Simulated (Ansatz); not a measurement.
Dissociation curve of LiNa, singlet.

Methods: RKS-PBE = restricted PBE/cc-pVQZ in Ansatz (a program for electronic structure); RKS-CAM-B3LYP = Ansatz with restricted CAM-B3LYP/cc-pVQZ; RCCSD(T) = CCSD(T) on RHF/cc-pVQZ, frozen core run with Ansatz; UKS-PBE = unrestricted PBE/cc-pVQZ run with Ansatz; UKS-CAM-B3LYP = Ansatz with unrestricted CAM-B3LYP/cc-pVQZ; UCCSD(T) = CCSD(T) on UHF/cc-pVQZ, frozen core in Ansatz; FCI = full CI/cc-pVQZ, frozen core in Ansatz.

Cost and accuracy over the 20 points of the scan, with FCI as yardstick. Costs are rough ratios of core time within Ansatz on shared cores, each with its mean field (Kohn-Sham runs search longer for lower solutions than correlated ones do); the miss is the largest error against full CI of the curve after the mean shift, in kJ/mol.

### Question
Which is the cheapest of these levels that stays within 6.9 kJ/mol of FCI?

### Answer
RCCSD(T).

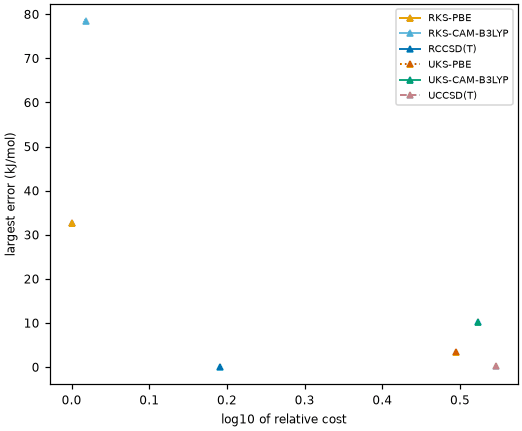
Figure: Miss against cost, one point a level.

```csv
level,relative cost,largest error
RKS-PBE,1,32.6
RKS-CAM-B3LYP,1,78.4
RCCSD(T),2,0.0
UKS-PBE,3,3.4
UKS-CAM-B3LYP,3,10.3
UCCSD(T),4,0.3
```

Costs within a factor of two of each other count as equal.

The restricted form behind RKS-PBE, RKS-CAM-B3LYP keeps the bonding electrons paired and can't separate into open-shell fragments. With two correlated electrons CCSD is exact in the basis where it finds the lowest root (RCCSD(T), UCCSD(T)). The unrestricted determinant behind UKS-PBE, UKS-CAM-B3LYP is spin-contaminated at 3.94 to 8.87 Å (<S²> up to 1.0, against 0.00 for a pure singlet). The unrestricted determinant behind UCCSD(T) is spin-contaminated at 2.35 to 8.87 Å (<S²> up to 1.0, against 0.00 for a pure singlet).
